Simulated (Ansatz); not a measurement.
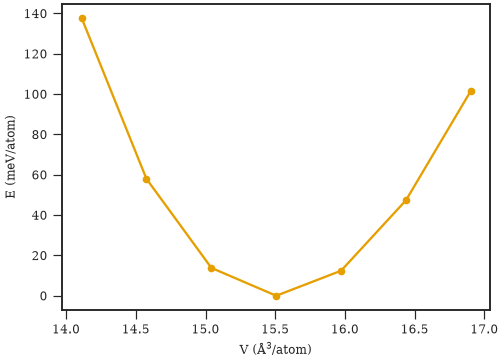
Figure: MoW (CsCl type, Pm-3m) under volume change, plane-wave PAW PBEsol (Ansatz code), scaled uniformly.

Q: What does a third-order Birch–Murnaghan fit give for V₀, B₀ and B′?

A: V₀ = 15.51 Å³/atom, B₀ = 300 GPa, B′ = 4.1.

The start of the workflow was typed in or built on a structure type; neither database checked (COD, Materials Project) lists it. Whether it is the stable phase at ambient conditions was not checked. The PBEsol relaxation kept the symmetry of its start; whether a distortion lowers the energy is not shown. No spin polarisation was allowed. Spin–orbit coupling is left out wherever it is not named.

Potentials: the later of the program's two PAW sets.
